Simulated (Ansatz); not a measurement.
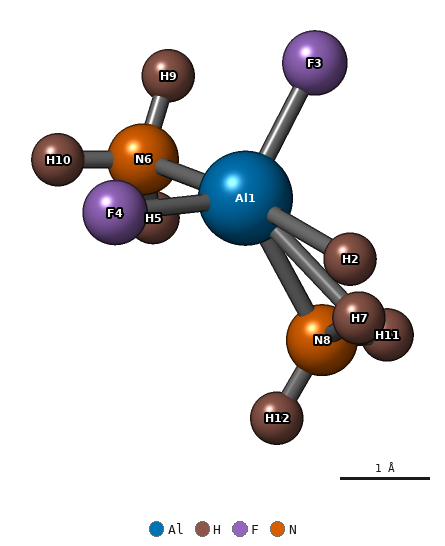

Fig. 1: The input geometry (ball-and-stick view, seen at a tilt; atoms are numbered from 1 in the order of the input). Sticks mark near contacts. Bond lengths as drawn: Al–F 1.72 Å, Al–H 1.92 to 1.93 Å, Al–N 1.94 to 2.06 Å and H–N 1.02 to 1.32 Å.

Molecular dynamics, with input and output: AlN2H7F2 (part 1 of 4)

System: AlN2H7F2.
Method: UKS CAM-B3LYP-D4/6-31G (Ansatz 0.2.0).

It belongs to a series of runs on one base structure; here: dynamics from the highest image of the converged band. Figures and captions count atoms from 1; the log counts them from 0 in places.

**Input**
```yaml
crystal:
  periodic: [false, false, false]
  atoms:
    - { symbol: Al, position_ang: [-0.442106, -0.151762, -0.559702] }
    - { symbol: H, position_ang: [0.159528, 0.218641, -2.34668] }
    - { symbol: F, position_ang: [-0.625124, -1.854115, -0.744529] }
    - { symbol: F, position_ang: [-1.791433, 0.920012, -0.567935] }
    - { symbol: H, position_ang: [0.023402, -0.115277, 2.04537] }
    - { symbol: "N", position_ang: [-0.757661, -0.405255, 1.464526] }
    - { symbol: H, position_ang: [0.961215, 0.505938, -1.7082] }
    - { symbol: "N", position_ang: [1.3507, 0.58784, -0.450508] }
    - { symbol: H, position_ang: [-0.948784, -1.399885, 1.572766] }
    - { symbol: H, position_ang: [-1.589794, 0.149054, 1.659426] }
    - { symbol: H, position_ang: [2.151787, 0.001615, -0.227613] }
    - { symbol: H, position_ang: [1.508071, 1.542992, -0.137023] }
magnetization:
  spin_polarized: true
basis:
  gaussian: { orbitals: "6-31G" }
hamiltonian:
  xc: cam_b3lyp
  dispersion: d4
md:
  timestep: 0.5
  n_steps: 116
  ensemble: nve
  temperature: 300.0
  initial_velocities: maxwell_boltzmann
  seed: 8895
```

Machine: 2 threads of Arm Neoverse N1, 16 GiB of memory available, shared host.

Launched with:
```bash
ansatz run input.yaml --threads 2 --pin off --max-ram 3072MiB --backend cpu --events-out ev --progress --plain --runs-dir out
```

**Log**
```
Engine: ansatz 0.2.0, aarch64-unknown-linux-gnu
Functional definition: CAM-B3LYP
  parameter alpha = 0.19
  parameter beta = 0.46
  parameter omega = 0.33/bohr
  parameter ac = 0.81
  exchange = (1 - alpha - beta)*b88_x + beta*b88_x_sr(omega) + alpha*exact_x + beta*exact_x_lr(omega)
  correlation = (1 - ac)*vwn5_c + ac*lyp_c
864 factors; integrals over basis functions are off by at most 4.7e-4 eV
354 factors; integrals over basis functions are off by at most 3.4e-7 eV
mean field evaluation 1: about -15114.4653 eV, gradient 5.1e1 eV
mean field evaluation 2: about -15111.8529 eV, gradient 5.9e1 eV
mean field evaluation 4: about -15123.5169 eV, gradient 1.8e0 eV
mean field evaluation 8: about -15123.5185 eV, gradient 1.1e-1 eV
mean field -15123.51857778 eV, -555.7790566443 hartree, gradient 3.9e-5 eV, S^2 0.000000; 0 other end points of the search recorded, 0 dependent functions left out
the calculation of the forces begins
reference -15123.51871088 eV, -555.7790615355 hartree; 26, 26 occupied and 37, 37 virtual orbitals, 864 factors
md step     0: t =     0.00 fs  T =   300.0 K  F+E_penalty+E_count = -15123.69567786 eV  E_kin = 0.387780 eV  conserved = -15123.30789786 eV  (27 SCF iters)
these checks for a lower state are left out or cut short: starts, cluster_reference, orbital_swaps, neighbouring_geometries, increment
864 factors; integrals over basis functions are off by at most 4.7e-4 eV
354 factors; integrals over basis functions are off by at most 3.4e-7 eV
mean field evaluation 16: about -15123.5114 eV, gradient 7.5e-1 eV
mean field -15123.50652320 eV, -555.7786136466 hartree, gradient 2.7e-5 eV, S^2 0.000000; 0 other end points of the search recorded, 0 dependent functions left out
the calculation of the forces begins
reference -15123.50665626 eV, -555.7786185365 hartree; 26, 26 occupied and 37, 37 virtual orbitals, 864 factors
md step     1: t =     0.50 fs  T =   290.7 K  F+E_penalty+E_count = -15123.68350563 eV  E_kin = 0.375809 eV  conserved = -15123.30769685 eV  (24 SCF iters)
[... from here on the SCF iterations and repeated set-up lines of each step are left out, up to the last step ...]
md step     2: t =     1.00 fs  T =   266.3 K  F+E_penalty+E_count = -15123.65111370 eV  E_kin = 0.344187 eV  conserved = -15123.30692669 eV  (25 SCF iters)
md step     3: t =     1.50 fs  T =   235.8 K  F+E_penalty+E_count = -15123.61077036 eV  E_kin = 0.304851 eV  conserved = -15123.30591902 eV  (25 SCF iters)
md step     4: t =     2.00 fs  T =   211.1 K  F+E_penalty+E_count = -15123.57811704 eV  E_kin = 0.272896 eV  conserved = -15123.30522114 eV  (25 SCF iters)
md step     5: t =     2.50 fs  T =   200.1 K  F+E_penalty+E_count = -15123.56388971 eV  E_kin = 0.258659 eV  conserved = -15123.30523104 eV  (25 SCF iters)
md step     6: t =     3.00 fs  T =   202.8 K  F+E_penalty+E_count = -15123.56800900 eV  E_kin = 0.262129 eV  conserved = -15123.30588029 eV  (25 SCF iters)
md step     7: t =     3.50 fs  T =   211.8 K  F+E_penalty+E_count = -15123.58054386 eV  E_kin = 0.273830 eV  conserved = -15123.30671422 eV  (25 SCF iters)
md step     8: t =     4.00 fs  T =   217.5 K  F+E_penalty+E_count = -15123.58845001 eV  E_kin = 0.281186 eV  conserved = -15123.30726420 eV  (25 SCF iters)
md step     9: t =     4.50 fs  T =   213.1 K  F+E_penalty+E_count = -15123.58276661 eV  E_kin = 0.275450 eV  conserved = -15123.30731658 eV  (25 SCF iters)
md step    10: t =     5.00 fs  T =   197.5 K  F+E_penalty+E_count = -15123.56218007 eV  E_kin = 0.255262 eV  conserved = -15123.30691801 eV  (25 SCF iters)
md step    11: t =     5.50 fs  T =   175.1 K  F+E_penalty+E_count = -15123.53256211 eV  E_kin = 0.226304 eV  conserved = -15123.30625781 eV  (25 SCF iters)
md step    12: t =     6.00 fs  T =   153.6 K  F+E_penalty+E_count = -15123.50408464 eV  E_kin = 0.198509 eV  conserved = -15123.30557545 eV  (25 SCF iters)
md step    13: t =     6.50 fs  T =   141.0 K  F+E_penalty+E_count = -15123.48740291 eV  E_kin = 0.182298 eV  conserved = -15123.30510462 eV  (25 SCF iters)
md step    14: t =     7.00 fs  T =   143.0 K  F+E_penalty+E_count = -15123.48989301 eV  E_kin = 0.184871 eV  conserved = -15123.30502154 eV  (25 SCF iters)
md step    15: t =     7.50 fs  T =   160.5 K  F+E_penalty+E_count = -15123.51286719 eV  E_kin = 0.207485 eV  conserved = -15123.30538174 eV  (25 SCF iters)
md step    16: t =     8.00 fs  T =   189.3 K  F+E_penalty+E_count = -15123.55074275 eV  E_kin = 0.244655 eV  conserved = -15123.30608752 eV  (25 SCF iters)
md step    17: t =     8.50 fs  T =   221.1 K  F+E_penalty+E_count = -15123.59265365 eV  E_kin = 0.285742 eV  conserved = -15123.30691135 eV  (25 SCF iters)
md step    18: t =     9.00 fs  T =   246.5 K  F+E_penalty+E_count = -15123.62612748 eV  E_kin = 0.318569 eV  conserved = -15123.30755887 eV  (26 SCF iters)
md step    19: t =     9.50 fs  T =   258.4 K  F+E_penalty+E_count = -15123.64178043 eV  E_kin = 0.334027 eV  conserved = -15123.30775293 eV  (26 SCF iters)
md step    20: t =    10.00 fs  T =   255.5 K  F+E_penalty+E_count = -15123.63759189 eV  E_kin = 0.330241 eV  conserved = -15123.30735041 eV  (26 SCF iters)
md step    21: t =    10.50 fs  T =   243.3 K  F+E_penalty+E_count = -15123.62091188 eV  E_kin = 0.314445 eV  conserved = -15123.30646650 eV  (27 SCF iters)
md step    22: t =    11.00 fs  T =   232.8 K  F+E_penalty+E_count = -15123.60638741 eV  E_kin = 0.300883 eV  conserved = -15123.30550479 eV  (26 SCF iters)
md step    23: t =    11.50 fs  T =   235.7 K  F+E_penalty+E_count = -15123.60958728 eV  E_kin = 0.304619 eV  conserved = -15123.30496789 eV  (26 SCF iters)
md step    24: t =    12.00 fs  T =   258.5 K  F+E_penalty+E_count = -15123.63930501 eV  E_kin = 0.334176 eV  conserved = -15123.30512879 eV  (26 SCF iters)
md step    25: t =    12.50 fs  T =   299.8 K  F+E_penalty+E_count = -15123.69335587 eV  E_kin = 0.387487 eV  conserved = -15123.30586853 eV  (26 SCF iters)
md step    26: t =    13.00 fs  T =   350.8 K  F+E_penalty+E_count = -15123.76030052 eV  E_kin = 0.453499 eV  conserved = -15123.30680172 eV  (26 SCF iters)
md step    27: t =    13.50 fs  T =   400.6 K  F+E_penalty+E_count = -15123.82537628 eV  E_kin = 0.517870 eV  conserved = -15123.30750616 eV  (26 SCF iters)
md step    28: t =    14.00 fs  T =   440.6 K  F+E_penalty+E_count = -15123.87716648 eV  E_kin = 0.569468 eV  conserved = -15123.30769884 eV  (26 SCF iters, 3 dispersion substeps)
md step    29: t =    14.50 fs  T =   467.9 K  F+E_penalty+E_count = -15123.91215960 eV  E_kin = 0.604828 eV  conserved = -15123.30733157 eV  (26 SCF iters, 3 dispersion substeps)
md step    30: t =    15.00 fs  T =   486.7 K  F+E_penalty+E_count = -15123.93563830 eV  E_kin = 0.629053 eV  conserved = -15123.30658549 eV  (26 SCF iters, 3 dispersion substeps)
md step    31: t =    15.50 fs  T =   505.3 K  F+E_penalty+E_count = -15123.95894225 eV  E_kin = 0.653165 eV  conserved = -15123.30577745 eV  (26 SCF iters, 3 dispersion substeps)
md step    32: t =    16.00 fs  T =   533.2 K  F+E_penalty+E_count = -15123.99451173 eV  E_kin = 0.689275 eV  conserved = -15123.30523717 eV  (26 SCF iters, 3 dispersion substeps)
md step    33: t =    16.50 fs  T =   576.7 K  F+E_penalty+E_count = -15124.05064548 eV  E_kin = 0.745451 eV  conserved = -15123.30519419 eV  (26 SCF iters, 3 dispersion substeps)
md step    34: t =    17.00 fs  T =   636.0 K  F+E_penalty+E_count = -15124.12785400 eV  E_kin = 0.822149 eV  conserved = -15123.30570469 eV  (27 SCF iters, 3 dispersion substeps)
md step    35: t =    17.50 fs  T =   705.1 K  F+E_penalty+E_count = -15124.21810386 eV  E_kin = 0.911466 eV  conserved = -15123.30663770 eV  (27 SCF iters, 3 dispersion substeps)
md step    36: t =    18.00 fs  T =   773.1 K  F+E_penalty+E_count = -15124.30704001 eV  E_kin = 0.999329 eV  conserved = -15123.30771128 eV  (26 SCF iters, 3 dispersion substeps)
md step    37: t =    18.50 fs  T =   827.8 K  F+E_penalty+E_count = -15124.37849417 eV  E_kin = 1.069961 eV  conserved = -15123.30853317 eV  (26 SCF iters, 3 dispersion substeps)
md step    38: t =    19.00 fs  T =   860.3 K  F+E_penalty+E_count = -15124.42067150 eV  E_kin = 1.111996 eV  conserved = -15123.30867568 eV  (26 SCF iters, 3 dispersion substeps)
md step    39: t =    19.50 fs  T =   870.2 K  F+E_penalty+E_count = -15124.43269838 eV  E_kin = 1.124822 eV  conserved = -15123.30787632 eV  (26 SCF iters, 3 dispersion substeps)
md step    40: t =    20.00 fs  T =   867.9 K  F+E_penalty+E_count = -15124.42816554 eV  E_kin = 1.121793 eV  conserved = -15123.30637227 eV  (26 SCF iters, 3 dispersion substeps)
md step    41: t =    20.50 fs  T =   870.9 K  F+E_penalty+E_count = -15124.43076142 eV  E_kin = 1.125688 eV  conserved = -15123.30507388 eV  (26 SCF iters, 3 dispersion substeps)
md step    42: t =    21.00 fs  T =   893.7 K  F+E_penalty+E_count = -15124.46022555 eV  E_kin = 1.155191 eV  conserved = -15123.30503426 eV  (27 SCF iters, 3 dispersion substeps)
md step    43: t =    21.50 fs  T =   936.6 K  F+E_penalty+E_count = -15124.51702832 eV  E_kin = 1.210647 eV  conserved = -15123.30638152 eV  (26 SCF iters, 3 dispersion substeps)
md step    44: t =    22.00 fs  T =   984.6 K  F+E_penalty+E_count = -15124.58072454 eV  E_kin = 1.272647 eV  conserved = -15123.30807799 eV  (25 SCF iters, 3 dispersion substeps)
md step    45: t =    22.50 fs  T =  1018.2 K  F+E_penalty+E_count = -15124.62506227 eV  E_kin = 1.316085 eV  conserved = -15123.30897712 eV  (26 SCF iters, 3 dispersion substeps)
md step    46: t =    23.00 fs  T =  1026.2 K  F+E_penalty+E_count = -15124.63524333 eV  E_kin = 1.326507 eV  conserved = -15123.30873639 eV  (27 SCF iters, 3 dispersion substeps)
md step    47: t =    23.50 fs  T =  1010.5 K  F+E_penalty+E_count = -15124.61392655 eV  E_kin = 1.306210 eV  conserved = -15123.30771640 eV  (27 SCF iters, 3 dispersion substeps)
md step    48: t =    24.00 fs  T =   982.4 K  F+E_penalty+E_count = -15124.57637167 eV  E_kin = 1.269895 eV  conserved = -15123.30647645 eV  (26 SCF iters, 3 dispersion substeps)
md step    49: t =    24.50 fs  T =   956.5 K  F+E_penalty+E_count = -15124.54179806 eV  E_kin = 1.236317 eV  conserved = -15123.30548075 eV  (27 SCF iters, 3 dispersion substeps)
md step    50: t =    25.00 fs  T =   944.5 K  F+E_penalty+E_count = -15124.52584438 eV  E_kin = 1.220802 eV  conserved = -15123.30504249 eV  (26 SCF iters, 3 dispersion substeps)
md step    51: t =    25.50 fs  T =   951.7 K  F+E_penalty+E_count = -15124.53546081 eV  E_kin = 1.230136 eV  conserved = -15123.30532509 eV  (27 SCF iters, 3 dispersion substeps)
md step    52: t =    26.00 fs  T =   974.8 K  F+E_penalty+E_count = -15124.56632064 eV  E_kin = 1.260047 eV  conserved = -15123.30627384 eV  (27 SCF iters, 3 dispersion substeps)
md step    53: t =    26.50 fs  T =  1002.9 K  F+E_penalty+E_count = -15124.60381617 eV  E_kin = 1.296292 eV  conserved = -15123.30752402 eV  (26 SCF iters, 3 dispersion substeps)
md step    54: t =    27.00 fs  T =  1021.6 K  F+E_penalty+E_count = -15124.62901868 eV  E_kin = 1.320583 eV  conserved = -15123.30843588 eV  (26 SCF iters, 3 dispersion substeps)
md step    55: t =    27.50 fs  T =  1021.4 K  F+E_penalty+E_count = -15124.62863499 eV  E_kin = 1.320227 eV  conserved = -15123.30840769 eV  (25 SCF iters, 3 dispersion substeps)
md step    56: t =    28.00 fs  T =  1002.9 K  F+E_penalty+E_count = -15124.60377485 eV  E_kin = 1.296354 eV  conserved = -15123.30742057 eV  (26 SCF iters, 3 dispersion substeps)
md step    57: t =    28.50 fs  T =   977.4 K  F+E_penalty+E_count = -15124.56967327 eV  E_kin = 1.263433 eV  conserved = -15123.30624053 eV  (26 SCF iters, 3 dispersion substeps)
md step    58: t =    29.00 fs  T =   958.2 K  F+E_penalty+E_count = -15124.54423781 eV  E_kin = 1.238531 eV  conserved = -15123.30570672 eV  (25 SCF iters, 3 dispersion substeps)
md step    59: t =    29.50 fs  T =   951.4 K  F+E_penalty+E_count = -15124.53573339 eV  E_kin = 1.229813 eV  conserved = -15123.30592052 eV  (25 SCF iters, 3 dispersion substeps)
md step    60: t =    30.00 fs  T =   955.0 K  F+E_penalty+E_count = -15124.54086261 eV  E_kin = 1.234404 eV  conserved = -15123.30645822 eV  (25 SCF iters, 3 dispersion substeps)
md step    61: t =    30.50 fs  T =   962.3 K  F+E_penalty+E_count = -15124.55086458 eV  E_kin = 1.243910 eV  conserved = -15123.30695488 eV  (25 SCF iters, 3 dispersion substeps)
md step    62: t =    31.00 fs  T =   967.2 K  F+E_penalty+E_count = -15124.55744656 eV  E_kin = 1.250229 eV  conserved = -15123.30721788 eV  (26 SCF iters, 3 dispersion substeps)
md step    63: t =    31.50 fs  T =   966.2 K  F+E_penalty+E_count = -15124.55604914 eV  E_kin = 1.248879 eV  conserved = -15123.30716986 eV  (28 SCF iters, 3 dispersion substeps)
md step    64: t =    32.00 fs  T =   959.4 K  F+E_penalty+E_count = -15124.54699483 eV  E_kin = 1.240125 eV  conserved = -15123.30686988 eV  (27 SCF iters, 3 dispersion substeps)
md step    65: t =    32.50 fs  T =   950.1 K  F+E_penalty+E_count = -15124.53453997 eV  E_kin = 1.228047 eV  conserved = -15123.30649253 eV  (27 SCF iters, 3 dispersion substeps)
md step    66: t =    33.00 fs  T =   942.3 K  F+E_penalty+E_count = -15124.52428524 eV  E_kin = 1.218051 eV  conserved = -15123.30623458 eV  (25 SCF iters, 3 dispersion substeps)
md step    67: t =    33.50 fs  T =   939.2 K  F+E_penalty+E_count = -15124.52020765 eV  E_kin = 1.214001 eV  conserved = -15123.30620685 eV  (26 SCF iters, 3 dispersion substeps)
md step    68: t =    34.00 fs  T =   941.2 K  F+E_penalty+E_count = -15124.52297301 eV  E_kin = 1.216624 eV  conserved = -15123.30634937 eV  (25 SCF iters, 3 dispersion substeps)
md step    69: t =    34.50 fs  T =   947.3 K  F+E_penalty+E_count = -15124.53094903 eV  E_kin = 1.224524 eV  conserved = -15123.30642466 eV  (26 SCF iters, 3 dispersion substeps)
md step    70: t =    35.00 fs  T =   957.4 K  F+E_penalty+E_count = -15124.54377757 eV  E_kin = 1.237573 eV  conserved = -15123.30620506 eV  (25 SCF iters, 3 dispersion substeps)
md step    71: t =    35.50 fs  T =   974.4 K  F+E_penalty+E_count = -15124.56533681 eV  E_kin = 1.259478 eV  conserved = -15123.30585881 eV  (26 SCF iters, 3 dispersion substeps)
md step    72: t =    36.00 fs  T =  1001.6 K  F+E_penalty+E_count = -15124.60071440 eV  E_kin = 1.294695 eV  conserved = -15123.30601934 eV  (25 SCF iters, 3 dispersion substeps)
md step    73: t =    36.50 fs  T =  1036.7 K  F+E_penalty+E_count = -15124.64709972 eV  E_kin = 1.340090 eV  conserved = -15123.30700933 eV  (24 SCF iters, 3 dispersion substeps)
md step    74: t =    37.00 fs  T =  1068.8 K  F+E_penalty+E_count = -15124.68966664 eV  E_kin = 1.381508 eV  conserved = -15123.30815850 eV  (25 SCF iters, 3 dispersion substeps)
md step    75: t =    37.50 fs  T =  1085.3 K  F+E_penalty+E_count = -15124.71134964 eV  E_kin = 1.402886 eV  conserved = -15123.30846360 eV  (25 SCF iters, 3 dispersion substeps)
md step    76: t =    38.00 fs  T =  1082.9 K  F+E_penalty+E_count = -15124.70739584 eV  E_kin = 1.399730 eV  conserved = -15123.30766584 eV  (25 SCF iters, 3 dispersion substeps)
md step    77: t =    38.50 fs  T =  1070.0 K  F+E_penalty+E_count = -15124.68948361 eV  E_kin = 1.383103 eV  conserved = -15123.30638017 eV  (25 SCF iters, 3 dispersion substeps)
md step    78: t =    39.00 fs  T =  1061.0 K  F+E_penalty+E_count = -15124.67687750 eV  E_kin = 1.371408 eV  conserved = -15123.30546917 eV  (26 SCF iters, 3 dispersion substeps)
md step    79: t =    39.50 fs  T =  1066.1 K  F+E_penalty+E_count = -15124.68345108 eV  E_kin = 1.378035 eV  conserved = -15123.30541616 eV  (26 SCF iters, 3 dispersion substeps)
md step    80: t =    40.00 fs  T =  1086.2 K  F+E_penalty+E_count = -15124.71011423 eV  E_kin = 1.403997 eV  conserved = -15123.30611676 eV  (26 SCF iters, 3 dispersion substeps)
md step    81: t =    40.50 fs  T =  1113.2 K  F+E_penalty+E_count = -15124.74604122 eV  E_kin = 1.438914 eV  conserved = -15123.30712758 eV  (25 SCF iters, 3 dispersion substeps)
md step    82: t =    41.00 fs  T =  1135.1 K  F+E_penalty+E_count = -15124.77527452 eV  E_kin = 1.467258 eV  conserved = -15123.30801616 eV  (26 SCF iters, 3 dispersion substeps)
md step    83: t =    41.50 fs  T =  1141.2 K  F+E_penalty+E_count = -15124.78364130 eV  E_kin = 1.475172 eV  conserved = -15123.30846937 eV  (25 SCF iters, 3 dispersion substeps)
md step    84: t =    42.00 fs  T =  1126.3 K  F+E_penalty+E_count = -15124.76413980 eV  E_kin = 1.455915 eV  conserved = -15123.30822445 eV  (25 SCF iters, 3 dispersion substeps)
md step    85: t =    42.50 fs  T =  1093.9 K  F+E_penalty+E_count = -15124.72117448 eV  E_kin = 1.414010 eV  conserved = -15123.30716486 eV  (24 SCF iters, 3 dispersion substeps)
md step    86: t =    43.00 fs  T =  1056.8 K  F+E_penalty+E_count = -15124.67173605 eV  E_kin = 1.366044 eV  conserved = -15123.30569219 eV  (27 SCF iters, 3 dispersion substeps)
md step    87: t =    43.50 fs  T =  1031.8 K  F+E_penalty+E_count = -15124.63852215 eV  E_kin = 1.333737 eV  conserved = -15123.30478470 eV  (26 SCF iters, 3 dispersion substeps)
md step    88: t =    44.00 fs  T =  1029.0 K  F+E_penalty+E_count = -15124.63526606 eV  E_kin = 1.330124 eV  conserved = -15123.30514171 eV  (25 SCF iters, 3 dispersion substeps)
md step    89: t =    44.50 fs  T =  1044.6 K  F+E_penalty+E_count = -15124.65667101 eV  E_kin = 1.350294 eV  conserved = -15123.30637739 eV  (26 SCF iters, 3 dispersion substeps)
md step    90: t =    45.00 fs  T =  1064.8 K  F+E_penalty+E_count = -15124.68384538 eV  E_kin = 1.376304 eV  conserved = -15123.30754148 eV  (25 SCF iters, 3 dispersion substeps)
md step    91: t =    45.50 fs  T =  1075.6 K  F+E_penalty+E_count = -15124.69832856 eV  E_kin = 1.390262 eV  conserved = -15123.30806606 eV  (27 SCF iters, 3 dispersion substeps)
md step    92: t =    46.00 fs  T =  1070.3 K  F+E_penalty+E_count = -15124.69132257 eV  E_kin = 1.383412 eV  conserved = -15123.30791022 eV  (26 SCF iters, 3 dispersion substeps)
md step    93: t =    46.50 fs  T =  1050.4 K  F+E_penalty+E_count = -15124.66499795 eV  E_kin = 1.357750 eV  conserved = -15123.30724799 eV  (26 SCF iters, 3 dispersion substeps)
md step    94: t =    47.00 fs  T =  1023.9 K  F+E_penalty+E_count = -15124.62981490 eV  E_kin = 1.323482 eV  conserved = -15123.30633308 eV  (27 SCF iters, 3 dispersion substeps)
md step    95: t =    47.50 fs  T =  1001.6 K  F+E_penalty+E_count = -15124.60017027 eV  E_kin = 1.294626 eV  conserved = -15123.30554451 eV  (26 SCF iters, 3 dispersion substeps)
md step    96: t =    48.00 fs  T =   992.5 K  F+E_penalty+E_count = -15124.58822419 eV  E_kin = 1.282886 eV  conserved = -15123.30533826 eV  (25 SCF iters, 3 dispersion substeps)
md step    97: t =    48.50 fs  T =   998.8 K  F+E_penalty+E_count = -15124.59699503 eV  E_kin = 1.291042 eV  conserved = -15123.30595303 eV  (25 SCF iters, 3 dispersion substeps)
md step    98: t =    49.00 fs  T =  1013.5 K  F+E_penalty+E_count = -15124.61708917 eV  E_kin = 1.309997 eV  conserved = -15123.30709265 eV  (27 SCF iters, 3 dispersion substeps)
md step    99: t =    49.50 fs  T =  1023.9 K  F+E_penalty+E_count = -15124.63150285 eV  E_kin = 1.323520 eV  conserved = -15123.30798277 eV  (26 SCF iters, 3 dispersion substeps)
md step   100: t =    50.00 fs  T =  1020.7 K  F+E_penalty+E_count = -15124.62726053 eV  E_kin = 1.319328 eV  conserved = -15123.30793258 eV  (26 SCF iters, 3 dispersion substeps)
md step   101: t =    50.50 fs  T =  1004.4 K  F+E_penalty+E_count = -15124.60534868 eV  E_kin = 1.298315 eV  conserved = -15123.30703417 eV  (26 SCF iters, 3 dispersion substeps)
md step   102: t =    51.00 fs  T =   984.7 K  F+E_penalty+E_count = -15124.57900904 eV  E_kin = 1.272811 eV  conserved = -15123.30619786 eV  (25 SCF iters, 3 dispersion substeps)
md step   103: t =    51.50 fs  T =   970.5 K  F+E_penalty+E_count = -15124.56057447 eV  E_kin = 1.254434 eV  conserved = -15123.30614070 eV  (25 SCF iters, 3 dispersion substeps)
md step   104: t =    52.00 fs  T =   962.9 K  F+E_penalty+E_count = -15124.55121175 eV  E_kin = 1.244649 eV  conserved = -15123.30656319 eV  (25 SCF iters, 3 dispersion substeps)
```
